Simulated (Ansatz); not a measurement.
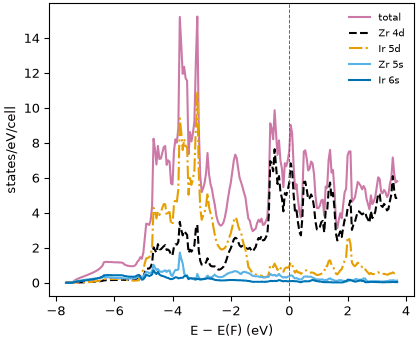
Figure: Total and projected density of states of Zr$_{2}$Ir in space group I4/mcm (No. 140; Zr on 8h, Ir on 4a), PBEsol in the plane-wave PAW code Ansatz

### Question
Which orbitals carry the states next to the Fermi level?

### Answer
Within 0.5 eV of the Fermi level: Zr 4d 75 %, Ir 5d 12 %, outside the projected shells 6 %. Projections are on Löwdin-orthogonalised atomic valence shells; empty p or d shells of many metals are not among them.

### Question
Where is the tallest occupied peak in this window, and what makes it?

### Answer
Near -3.1 eV, about 15 states/eV per cell; the largest projected share is Ir 5d.

The first step of the workflow began from a Materials Project structure, measured or hypothetical; the Crystallography Open Database copy checked does not list it. Whether it is the stable phase at ambient conditions was not checked. Symmetry was held in the PBEsol relaxation; its stability against distortions is not shown here. No spin polarisation was allowed. Scalar-relativistic: spin–orbit coupling is off unless named, which matters more the heavier the elements.

Potentials: the later of the program's two PAW sets.
